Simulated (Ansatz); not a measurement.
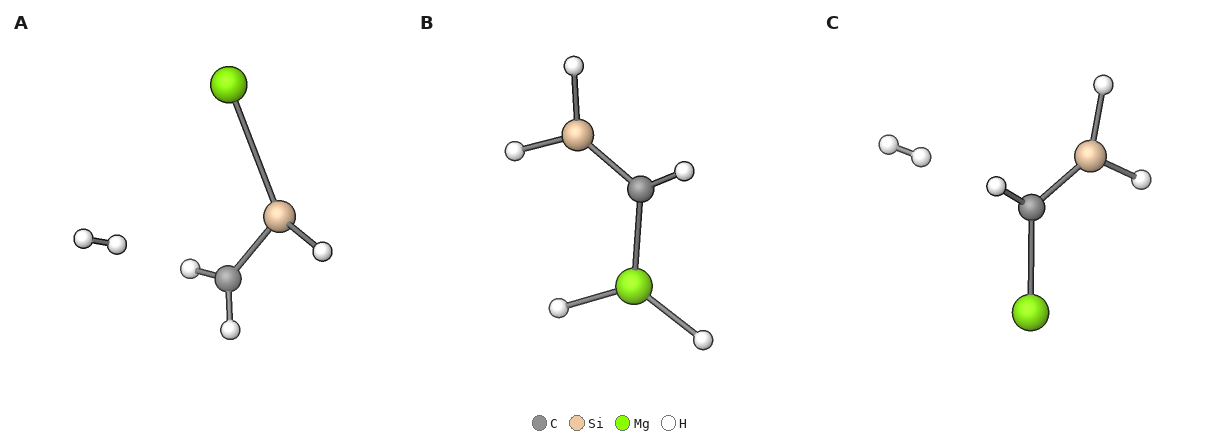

3 stationary structures of one formula. State: charge −1, singlet. Geometries: PBE0-D4/def2-TZVPD. Electronic energies: RHF-CCSD(T) (frozen core)/def2-TZVPPD (Ansatz 0.2.0), without zero-point energy. No frequency run is at hand to confirm each as a minimum. Each is one conformer, not always the lowest.

> Which is lowest in energy, and by how much?

B is lowest (Cs); A lies 3.3 kcal/mol above it (C1), C lies 17.4 kcal/mol above it (C1).
